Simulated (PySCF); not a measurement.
**C₆H₁₆OSSi: NMR shielding calculation**

The run: NMR shielding calculation of C₆H₁₆OSSi. Method and program: GIAO PBE0/pcSseg-1 NMR shielding, non-relativistic, gas phase (PySCF 2.14.0).

The geometry comes from this level: GFN2-xTB. It belongs to a series of runs on one base structure; here: constitutional isomer. Figures and captions count atoms from 1; the log counts them from 0 in places.

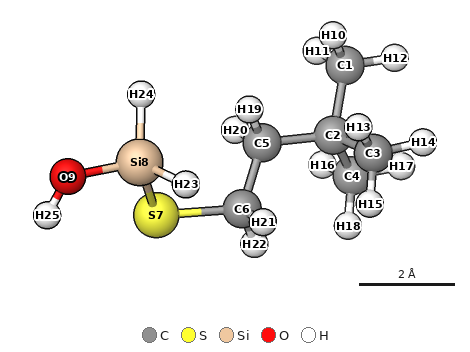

**Figure 1.** The input geometry (ball-and-stick view, seen at a tilt; atoms are numbered from 1 in the order of the input).

Summary:

| quantity | value |
| --- | --- |
| outcome | converged |
| total energy | −1000.546480 hartree |
| HOMO | −6.82 eV |
| LUMO | −0.05 eV |
| dipole moment | 1.68 D |
| isotropic shielding, C | 132.6 to 158.7 ppm |
| isotropic shielding, S | 643.1 ppm |
| isotropic shielding, Si | 357.4 ppm |
| isotropic shielding, O | 314.4 ppm |
| isotropic shielding, H | 26.1 to 31.1 ppm |
| hardware | 1 CPU thread, shared host |
| wall time | 74 s |
| peak memory | 1.1 GiB |

Input file:
```
{"job": {"kind": "nmr", "xc": "PBE0", "basis": "pcSseg-1"}, "charge": 0, "multiplicity": 1}
C     -2.020033     0.993309     1.330692
C     -1.417271    -0.005796     0.337417
C     -1.661312     0.502468    -1.085337
C     -2.101081    -1.361995     0.526201
C      0.092296    -0.105802     0.630777
C      0.873718    -1.002657    -0.314390
S      2.609214    -1.198065     0.219986
Si     3.431769     0.726441    -0.254569
O      5.039654     0.609482    -0.149932
H     -1.571338     1.976963     1.209320
H     -1.853079     0.664429     2.353741
H     -3.092122     1.084675     1.171949
H     -1.126516     1.434695    -1.256494
H     -2.722899     0.684182    -1.238768
H     -1.334598    -0.225929    -1.823233
H     -1.897473    -1.758370     1.518405
H     -3.178078    -1.256638     0.415455
H     -1.757462    -2.082925    -0.211018
H      0.522858     0.898594     0.590542
H      0.227676    -0.481342     1.648024
H      0.887390    -0.611396    -1.330125
H      0.476368    -2.015899    -0.322188
H      2.995169     1.041106    -1.611020
H      3.073590     1.731539     0.730470
H      5.492624    -0.216925    -0.298079
```

The first line tells a small driver script what to run in PySCF; the rest is the geometry in Å.

Command:
```bash
OMP_NUM_THREADS=1 python <driver script> task.json out
```

Output:
```
coarse grid: 20776 points
cycle   1  E = -1000.3419581702  dE =  8.090e-01  |g| = 8.109e-01  |ddm| = 4.298e+00
cycle   2  E = -1000.2167952249  dE =  1.252e-01  |g| = 1.154e+00  |ddm| = 1.629e+00
cycle   3  E = -1000.4743769928  dE = -2.576e-01  |g| = 1.197e-01  |ddm| = 1.063e+00
cycle   4  E = -1000.4771859088  dE = -2.809e-03  |g| = 3.873e-02  |ddm| = 1.368e-01
cycle   5  E = -1000.4775254386  dE = -3.395e-04  |g| = 6.698e-03  |ddm| = 4.149e-02
cycle   6  E = -1000.4775348109  dE = -9.372e-06  |g| = 3.455e-03  |ddm| = 1.273e-02
cycle   7  E = -1000.4775377014  dE = -2.891e-06  |g| = 5.662e-04  |ddm| = 4.309e-03
final grid: 188080 points
cycle   8  E = -1000.5464471226  dE = -9.103e-05  |g| = 1.161e-02  |ddm| = 5.320e-02
cycle   9  E = -1000.5464262355  dE =  2.089e-05  |g| = 1.487e-02  |ddm| = 2.458e-02
cycle  10  E = -1000.5464793706  dE = -5.314e-05  |g| = 1.316e-03  |ddm| = 1.521e-02
cycle  11  E = -1000.5464797418  dE = -3.712e-07  |g| = 3.633e-04  |ddm| = 1.727e-03
cycle  12  E = -1000.5464797691  dE = -2.731e-08  |g| = 8.991e-05  |ddm| = 3.691e-04
cycle  13  E = -1000.5464797707  dE = -1.564e-09  |g| = 3.832e-05  |ddm| = 1.232e-04
cycle  14  E = -1000.5464797710  dE = -2.963e-10  |g| = 4.589e-06  |ddm| = 3.176e-05
```

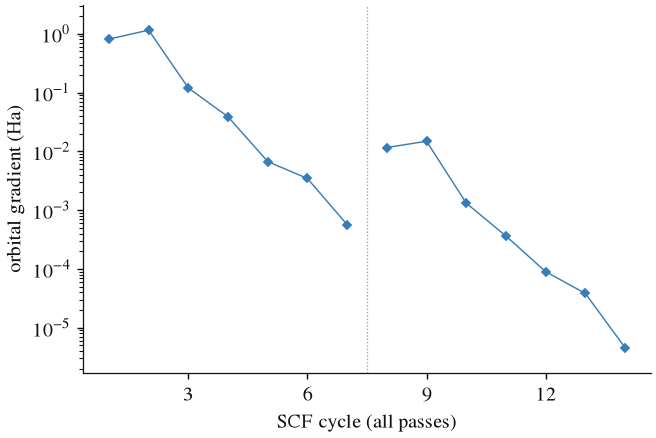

**Figure 2.** Convergence of the self-consistent field: orbital gradient against the SCF cycle. The dotted line marks the change from a coarse to the final integration grid. The first 7 cycles use a coarse grid, the final grid takes over at cycle 8, and the field converges after 14 cycles in all.

```
converged SCF energy = -1000.5464797710

GIAO shielding tensors (ppm)
atom      isotropic    diamagn.    paramagn.     s11        s22        s33       span
  0 C      152.118     247.878     -95.760    131.207    137.931    187.215     56.008
  1 C      153.770     244.570     -90.800    149.411    151.745    160.154     10.743
  2 C      157.742     249.685     -91.943    140.464    147.757    185.005     44.541
  3 C      158.704     248.384     -89.680    139.388    149.518    187.206     47.819
  4 C      132.558     252.642    -120.083    108.885    119.621    169.169     60.284
  5 C      158.526     251.142     -92.616    137.333    162.954    175.289     37.955
  6 S      643.071    1059.062    -415.991    512.536    562.186    854.491    341.954
  7 Si     357.441     877.923    -520.482    333.673    335.798    402.854     69.181
  8 O      314.368     380.646     -66.277    289.942    302.000    351.163     61.221
  9 H       30.813      31.564      -0.751     27.025     28.701     36.713      9.688
 10 H       30.713      31.492      -0.779     27.080     28.302     36.758      9.678
 11 H       30.822      31.433      -0.611     26.991     28.054     37.421     10.430
 12 H       31.072      32.954      -1.883     27.264     28.935     37.015      9.751
 13 H       30.861      32.390      -1.529     26.986     28.431     37.166     10.180
 14 H       30.695      33.067      -2.372     26.388     29.978     35.719      9.331
 15 H       30.963      31.817      -0.854     27.261     28.358     37.269     10.008
 16 H       30.835      31.436      -0.600     27.006     28.298     37.202     10.196
 17 H       30.558      32.170      -1.612     25.948     29.952     35.775      9.828
 18 H       30.600      36.611      -6.011     24.942     32.101     34.758      9.816
 19 H       30.170      35.599      -5.430     25.486     31.700     33.322      7.835
 20 H       29.177      34.327      -5.150     22.214     31.223     34.094     11.881
 21 H       29.254      33.148      -3.894     21.626     30.884     35.252     13.626
 22 H       26.136      30.679      -4.542     22.255     25.847     30.307      8.052
 23 H       26.160      30.230      -4.070     21.475     26.455     30.551      9.076
 24 H       30.291      29.461       0.829     21.685     26.779     42.408     20.723
```

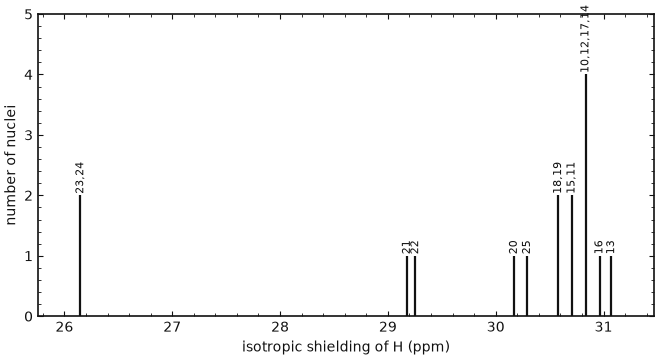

**Figure 3.** Isotropic shieldings of the hydrogen nuclei in this fixed geometry, labelled by atom number; shielding grows to the right, so chemical shift grows to the left. The least shielded is H23 (26.1 ppm), the most shielded H13 (31.1 ppm).

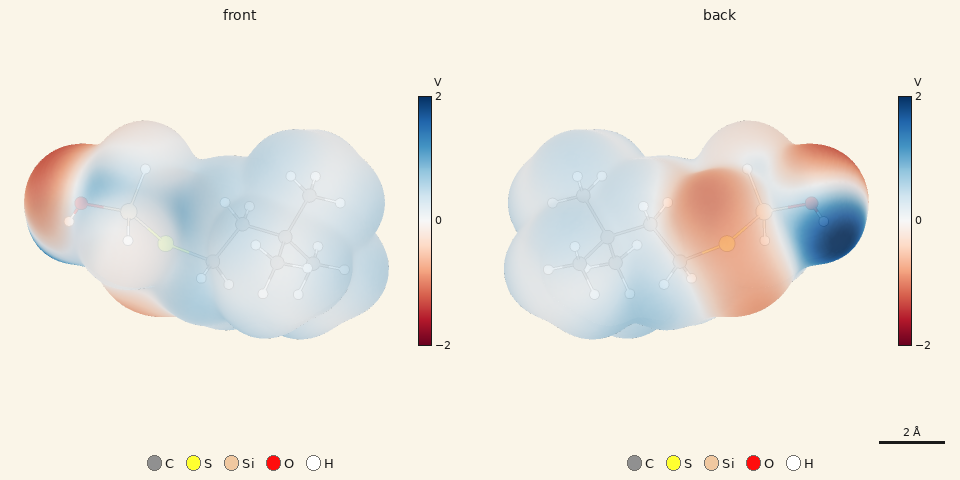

**Figure 4.** The electrostatic potential painted on the density surface at 0.001 e/bohr³, seen at a tilt and from behind; red is negative and blue positive. Its dipole moment is 1.68 D.

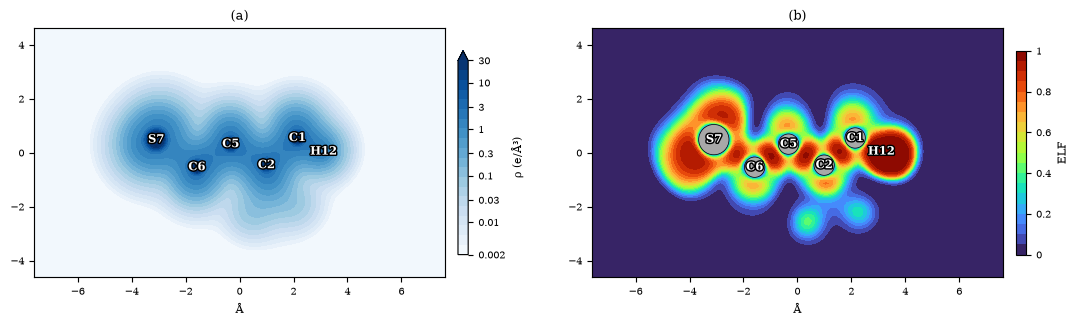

**Figure 5.** (a) electron density; (b) electron localisation function on the plane of atoms C5, C6 and S7. Grey discs, where drawn, cover atomic cores. The section cuts through C, S and H sites. C–S (1.83 Å): ρ at the midpoint is about 1.2 e/Å³; the ELF peaks at about 0.90 between the atoms, which marks a shared electron pair.
